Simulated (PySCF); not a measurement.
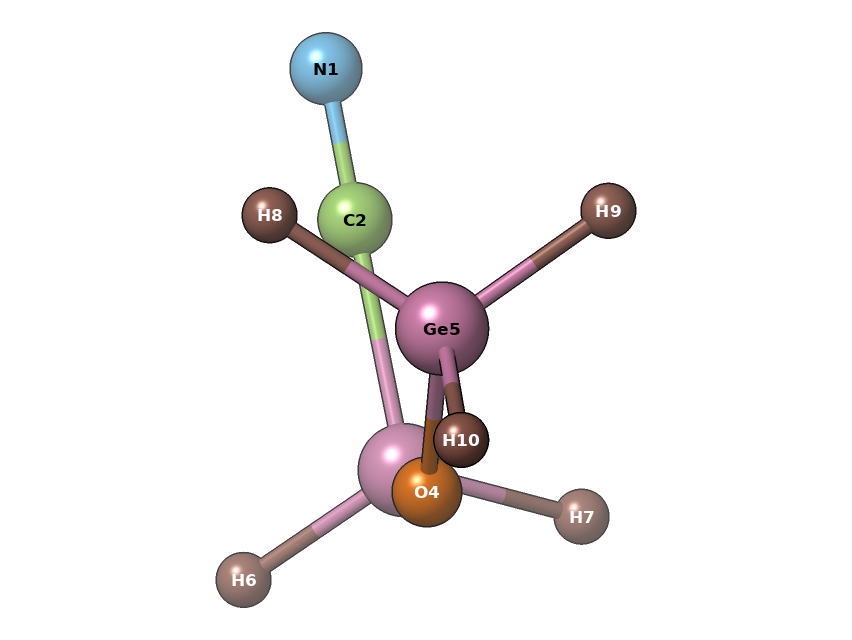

Ge3 lies behind O4. The molecule seen nearly along the O4–Ge3 bond, O4 in front. Depth is shown by fading: the farther an atom, the more it takes the colour of the background. The computed structure is the end point of a PBE0-D3(BJ)/def2-SVP optimisation. No frequency run is at hand to confirm it as a minimum.

What is the torsion angle Ge5–O4–Ge3–C2? The sign is positive where the front bond must turn clockwise to cover the back bond.

−10°, synperiplanar (eclipsed).
